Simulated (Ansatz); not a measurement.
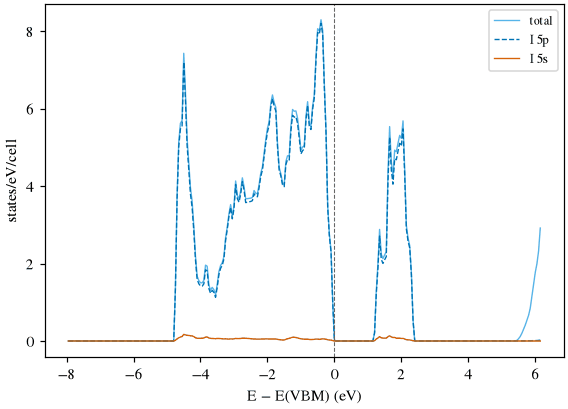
Total and projected density of states of I (molecular I2 type, Cmce), r²SCAN+D4 (plane waves, PAW; program Ansatz)

Which orbitals carry the states next to the gap?

Top 1 eV of the valence band: I 5p 99 %. Bottom 1 eV of the conduction band: I 5p 95 %. Projections are on Löwdin-orthogonalised atomic valence shells; empty p or d shells of many metals are not among them.

Where is the tallest occupied peak in this window, and what makes it?

Near -0.4 eV, about 8.3 states/eV per cell; the largest projected share is I 5p.

The r²SCAN+D4 relaxation kept the symmetry of its start. Spin–orbit coupling is left out wherever it is not named.

Potentials: the later of the program's two PAW sets.
